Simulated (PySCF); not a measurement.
# SiH2Cl (SMILES [SiH2]Cl): UMP2/STO-3G

Aim: the vertical ionisation energy of SiH2Cl at UMP2/STO-3G, from 2 runs. Input form: a Python script.

The results are computed with PySCF 2.14.0.

9 further runs of the same task are left out: 9 set aside as unsound or not needed.

**1. The structure to begin with**

The species is SiH2Cl (4 atoms), meant as a doublet with charge 0. As SMILES, `[SiH2]Cl`. The coordinates come from a GFN2-xTB relaxation.

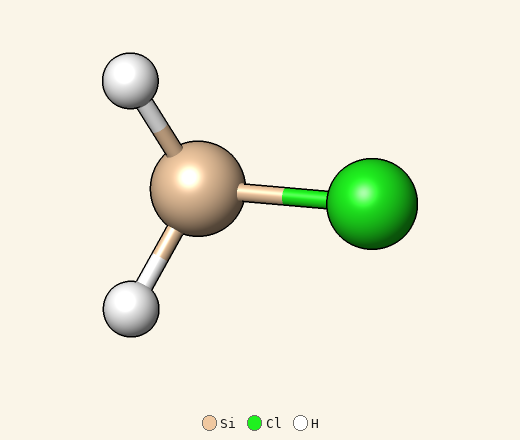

The structure, seen from a chosen angle (silicon light orange, chlorine green, hydrogen white).

**2. The energy at UMP2/STO-3G**

job.py reads:

```python
from pyscf import gto, scf, mp

mol = gto.M(
    atom=[
    ('Si', (-0.283580, 0.237700, 0.131590)),
    ('Cl', (1.597690, -0.059610, 0.811090)),
    ('H', (-1.065000, -0.978280, 0.263310)),
    ('H', (-0.249110, 0.800200, -1.205980)),
],
    verbose=3,
    max_memory=1860,
    basis='sto-3g',
    spin=1,
)

hf = scf.UHF(mol)
hf.conv_tol = 1e-10
hf.kernel()
if not hf.converged:
    hf = hf.newton().run(hf.mo_coeff, hf.mo_occ)

pt = mp.MP2(hf, frozen=10).run()
e_tot = pt.e_tot
print('E = %.10f Eh' % e_tot)
```

The run is started by

```bash
$ OMP_NUM_THREADS=1 python job.py
```

Standard output:

```text
converged SCF energy = -741.340514622796  <S^2> = 0.75151575  2S+1 = 2.0015152
E(UMP2) = -741.373343008823  E_corr = -0.032828386027152
E(SCS-UMP2) = -741.378409973247  E_corr = -0.0378953504511943
E = -741.3733430088 Eh
```

Wall time 0.58 s (1 thread of Arm Neoverse V2, shared host); peak memory 0.12 GiB.

**3. The singlet cation, same level**

calc.py reads:

```python
from pyscf import gto, scf, mp

molecule = gto.M(
    atom=[
    ('Si', (-0.283580, 0.237700, 0.131590)),
    ('Cl', (1.597690, -0.059610, 0.811090)),
    ('H', (-1.065000, -0.978280, 0.263310)),
    ('H', (-0.249110, 0.800200, -1.205980)),
],
    max_memory=1860,
    basis='sto-3g',
    verbose=3,
    spin=0,
    charge=1,
)

mf = scf.RHF(molecule)
mf.conv_tol = 1e-10
mf.kernel()
if not mf.converged:
    mf = mf.newton().run(mf.mo_coeff, mf.mo_occ)

pt = mp.MP2(mf, frozen=10).run()
etot = pt.e_tot
print(f'total energy: {etot:.8f} hartree')
```

The run is started by

```bash
$ OMP_NUM_THREADS=1 python calc.py
```

Standard output:

```text
converged SCF energy = -741.09736356366
E(RMP2) = -741.146581673909  E_corr = -0.0492181102484228
E(SCS-RMP2) = -741.151970842339  E_corr = -0.0546072786786748
total energy: -741.14658167 hartree
```

Wall time 0.58 s (1 thread of Arm Neoverse V2, shared host); peak memory 0.12 GiB.

**4. What came out**

At UMP2/STO-3G, 10 core orbitals frozen:

| quantity | value |
| --- | --- |
| doublet SiH2Cl: total energy | -741.37334 Eh |
| doublet SiH2Cl: dipole moment (Hartree–Fock density) | 2.95 D |
| doublet SiH2Cl: HOMO energy (Hartree–Fock orbitals) (highest over α and β) | -7.13 eV |
| doublet SiH2Cl: LUMO energy (Hartree–Fock orbitals) (lowest over α and β) | 5.44 eV |
| doublet SiH2Cl: correlation energy (10 core orbitals frozen) | -32.8 mEh |
| doublet SiH2Cl: ⟨S²⟩ of the reference determinant | 0.752 |
| singlet cation: total energy | -741.14658 Eh |
| singlet cation: HOMO energy (Hartree–Fock orbitals) | -17.72 eV |
| singlet cation: LUMO energy (Hartree–Fock orbitals) | -5.89 eV |
| singlet cation: HOMO–LUMO gap (Hartree–Fock orbitals) | 11.83 eV |
| singlet cation: correlation energy (10 core orbitals frozen) | -49.2 mEh |
| vertical ionisation energy (to the singlet cation) | 6.170 eV |

**Reading.** The vertical ionisation energy comes to 6.17 eV (142 kcal/mol). Only the singlet of the ionised species was computed; a triplet could lie lower. In a minimal basis such a difference can be off by several eV, whatever the method. Mulliken charges (singlet cation) of the mean-field density run from -0.12 on Cl2 to +1.06 on Si1.
